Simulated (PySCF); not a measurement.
# SiNH5 (SMILES [SiH3]N): levels of theory compared

Aim: a comparison of 6 runs (HF/STO-3G, B3LYP/6-31G, B3LYP/6-31G*, BLYP/pcseg-1, CCSD(T)/def2-TZVP) of SiNH5. 

Program for the calculation: PySCF 2.14.0.

## (1) The molecule

The species is SiNH5 (7 atoms), meant as a singlet with charge 0. As SMILES, `[SiH3]N`. The shape is that of a PBE0-D4/def2-TZVP optimisation.

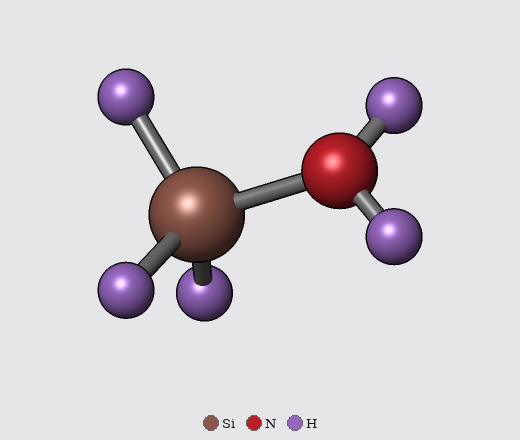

Viewed from a chosen angle; silicon brown, nitrogen red, hydrogen purple.

## (2) Energy and forces at HF/STO-3G (run 1)

input.py reads:

```python
import pyscf.grad
from pyscf import gto

molecule = gto.Mole()
molecule.atom = '''
Si  -0.413010  -0.292700  -0.422350
N    0.611760   0.348670   0.801280
H   -0.018320  -1.706330  -0.653330
H   -1.813170  -0.217090   0.068940
H   -0.367930   0.402730  -1.743970
H    0.391580   1.238230   1.219480
H    1.609100   0.226510   0.729930
'''
molecule.verbose = 4
molecule.charge = 0
molecule.max_memory = 1860
molecule.basis = 'sto-3g'
molecule.build()

hf = molecule.RHF()
hf.conv_tol = 1e-10
hf.kernel()
if not hf.converged:
    hf = hf.newton().run(hf.mo_coeff, hf.mo_occ)

e_tot = hf.e_tot
print('Final energy', e_tot)
grad = hf.Gradients().kernel()
dip = hf.dip_moment()
pop, q = hf.mulliken_pop()
```

Command:

```
$ OMP_NUM_THREADS=1 python input.py
```

Output:

```text
PySCF version 2.14.0

[... 57 lines left out ...]
converged SCF energy = -342.245807637695
Final energy -342.2458076376952
[... 13 lines left out ...]
Dipole moment(X, Y, Z, Debye):  0.42644,  0.73050, -0.44928
[... 27 lines left out ...]
charge of    6H =      0.15083
```

Run time: 2.1 s. Hardware: 1 thread of Intel Xeon at 2.70GHz, shared host; peak memory 0.12 GiB.

## (3) Energy and forces at B3LYP/6-31G (run 2)

calc.py reads:

```python
from pyscf import gto, dft

molecule = gto.M(
    atom='''
Si  -0.413010  -0.292700  -0.422350
N    0.611760   0.348670   0.801280
H   -0.018320  -1.706330  -0.653330
H   -1.813170  -0.217090   0.068940
H   -0.367930   0.402730  -1.743970
H    0.391580   1.238230   1.219480
H    1.609100   0.226510   0.729930
''',
    basis='6-31g',
    max_memory=1860,
    verbose=4,
)

calc0 = dft.RKS(molecule, xc='b3lyp')
calc0.grids.level = 5
calc0.conv_tol = 1e-10
calc0.kernel()
if not calc0.converged:
    calc0 = calc0.newton().run(calc0.mo_coeff, calc0.mo_occ)

energy = calc0.e_tot
print('E(%s) = %.9f' % ('B3LYP', energy))
grad = calc0.nuc_grad_method().kernel()
calc0.analyze()
```

Command:

```
$ OMP_NUM_THREADS=1 python calc.py
```

Output:

```text
PySCF version 2.14.0

[... 89 lines left out ...]
Nuclear Repulsion Energy =              64.839844789421903
[... 3 lines left out ...]
DFT Exchange-Correlation Energy =      -29.739052288434294
[... 5 lines left out ...]
MO #4   energy= -3.65917056613483  occ= 2
[... 3 lines left out ...]
MO #8   energy= -0.550703087165347 occ= 2
[... 3 lines left out ...]
MO #12  energy= -0.344192975640215 occ= 2
[... 3 lines left out ...]
MO #16  energy= 0.110231498442569  occ= 0
[... 3 lines left out ...]
MO #20  energy= 0.225393707304131  occ= 0
[... 3 lines left out ...]
MO #24  energy= 0.759871885997155  occ= 0
[... 3 lines left out ...]
MO #28  energy= 0.9428527042225    occ= 0
[... 3 lines left out ...]
MO #32  energy= 1.24637601319285   occ= 0
[... 3 lines left out ...]
pop of  0 Si 2s           1.99983
pop of  0 Si 3s           1.05784
pop of  0 Si 4s           0.00713
pop of  0 Si 2px          1.99989
pop of  0 Si 2py          1.99989
pop of  0 Si 2pz          1.99989
pop of  0 Si 3px          0.77994
pop of  0 Si 3py          0.83914
pop of  0 Si 3pz          0.76632
pop of  0 Si 4px          0.01459
pop of  0 Si 4py          0.01567
pop of  0 Si 4pz          0.01787
pop of  1 N 1s            1.99992
pop of  1 N 2s            1.31428
pop of  1 N 3s            0.00188
pop of  1 N 2px           1.27786
pop of  1 N 2py           1.45747
pop of  1 N 2pz           1.60205
pop of  1 N 3px           0.00248
pop of  1 N 3py           0.00956
pop of  1 N 3pz           0.01452
pop of  2 H 1s            1.07309
pop of  2 H 2s            0.00269
pop of  3 H 1s            1.07312
pop of  3 H 2s            0.00269
pop of  4 H 1s            1.10612
pop of  4 H 2s            0.00480
pop of  5 H 1s            0.76772
pop of  5 H 2s            0.01202
pop of  6 H 1s            0.76772
pop of  6 H 2s            0.01202
 ** Mulliken atomic charges  **
charge of    0Si =      0.50200
charge of    1N =     -0.68001
charge of    2H =     -0.07578
charge of    3H =     -0.07581
charge of    4H =     -0.11093
charge of    5H =      0.22026
charge of    6H =      0.22027
Dipole moment(X, Y, Z, Debye):  0.86313,  1.06554, -0.05588
```

Run time: 10 s. Hardware: 1 thread of Intel Xeon at 2.70GHz, shared host; peak memory 0.38 GiB.

Runs 3 to 5 aren't shown in full; the table further down has their settings and results.

## (4) A single-point energy at CCSD(T)/def2-TZVP (run 6)

geometry.xyz reads:

```xyz
7

Si    -0.413010    -0.292700    -0.422350
N      0.611760     0.348670     0.801280
H     -0.018320    -1.706330    -0.653330
H     -1.813170    -0.217090     0.068940
H     -0.367930     0.402730    -1.743970
H      0.391580     1.238230     1.219480
H      1.609100     0.226510     0.729930
```

job.py reads:

```python
# [SiH3]N
from pyscf import gto, cc

mol = gto.M(
    atom='geometry.xyz',
    basis='def2-tzvp',
    max_memory=1860,
    spin=0,
    verbose=4,
)

mf = mol.RHF()
mf.conv_tol = 1e-10
mf.kernel()
if not mf.converged:
    mf = mf.newton().run(mf.mo_coeff, mf.mo_occ)

mycc = cc.CCSD(mf, frozen=6)
mycc.kernel()
e_t = mycc.ccsd_t()
etot = mycc.e_tot + e_t
print('E(%s) = %.9f' % ('CCSD(T)', etot))
dip = mf.dip_moment()
pop, q = mf.mulliken_pop()
```

Command:

```
$ OMP_NUM_THREADS=1 python job.py
```

Output:

```text
PySCF version 2.14.0

[... 61 lines left out ...]
converged SCF energy = -346.348076261717
[... 12 lines left out ...]
Init t2, MP2 energy = -346.683981304972  E_corr(MP2) -0.335905043255056
[... 11 lines left out ...]
CCSD converged
[... 3 lines left out ...]
Dipole moment(X, Y, Z, Debye):  0.90714,  0.99273,  0.20464
[... 67 lines left out ...]
pop of  1 N 4f+2          0.00050
pop of  1 N 4f+3          0.00051
pop of  2 H 1s            0.24186
pop of  2 H 2s            0.57085
pop of  2 H 3s            0.24764
pop of  2 H 2px           0.00101
pop of  2 H 2py           0.00760
pop of  2 H 2pz           0.00069
pop of  3 H 1s            0.24186
pop of  3 H 2s            0.57085
pop of  3 H 3s            0.24765
pop of  3 H 2px           0.00736
pop of  3 H 2py           0.00054
pop of  3 H 2pz           0.00140
pop of  4 H 1s            0.24222
pop of  4 H 2s            0.57184
pop of  4 H 3s            0.26501
pop of  4 H 2px           0.00058
pop of  4 H 2py           0.00220
pop of  4 H 2pz           0.00653
pop of  5 H 1s            0.25907
pop of  5 H 2s            0.40502
pop of  5 H 3s            0.04897
pop of  5 H 2px           0.00693
pop of  5 H 2py           0.01906
pop of  5 H 2pz           0.01382
pop of  6 H 1s            0.25906
pop of  6 H 2s            0.40502
pop of  6 H 3s            0.04896
pop of  6 H 2px           0.02064
pop of  6 H 2py           0.00865
pop of  6 H 2pz           0.01052
 ** Mulliken atomic charges  **
charge of    0Si =      0.47257
charge of    1N =     -0.73917
charge of    2H =     -0.06964
charge of    3H =     -0.06965
charge of    4H =     -0.08838
charge of    5H =      0.24713
charge of    6H =      0.24714
```

Run time: 25 s. Hardware: 1 thread of Intel Xeon at 2.70GHz, shared host; peak memory 0.56 GiB.

## (5) The series

| run | level | integration grid | Cartesian functions | energy (Eh) | dipole moment (D) of the reference | HOMO energy (eV) | LUMO energy (eV) | wall time |
| --- | --- | --- | --- | --- | --- | --- | --- | --- |
| 1 | HF/STO-3G | – | no | -342.245808 | 0.96 | -8.14 | 13.69 | 2.1 s |
| 2 | B3LYP/6-31G | 5 | no | -347.205344 | 1.37 | -6.61 | 0.69 | 10 s |
| 3 | B3LYP/6-31G* (spherical functions) | 5 | no | -347.258664 | 1.44 | -6.82 | 0.72 | 15 s |
| 4 | B3LYP/6-31G* (Cartesian functions) | 5 | yes | -347.261491 | 1.44 | -6.82 | 0.69 | 15 s |
| 5 | BLYP/pcseg-1 | 5 | no | -347.207349 | 1.35 | -5.74 | -0.22 | 19 s |
| 6 | CCSD(T)/def2-TZVP | – | no | -346.728310 | 1.36 | -10.93 | 3.05 | 25 s |

## (6) Summary of results

| quantity | value |
| --- | --- |
| run 6: total energy | -346.72831 Eh |
| run 6: dipole moment (Hartree–Fock density) | 1.36 D |
| run 6: HOMO energy (Hartree–Fock orbitals) | -10.93 eV |
| run 6: LUMO energy (Hartree–Fock orbitals) | 3.05 eV |
| run 6: HOMO–LUMO gap (Hartree–Fock orbitals) | 13.98 eV |
| run 6: correlation energy (6 core orbitals frozen) | -380.2 mEh |
| run 6: (T) correction | -11.43 mEh |
| run 6: T1 diagnostic | 0.010 |

What this shows: Over runs 1, 2, 3, 4, 5 the dipole moment (its size) runs from 0.96 D (HF/STO-3G) to 1.44 D (B3LYP/6-31G*). The two ends differ in method and basis. Over runs 1, 2, 3, 4, 5 the HOMO–LUMO gap runs from 5.52 eV (BLYP/pcseg-1) to 21.83 eV (HF/STO-3G). Totals of different functionals can't be ranked against each other. In run 1 the basis is minimal, so the values are rough. All runs together took 87 s, the longest 25 s.
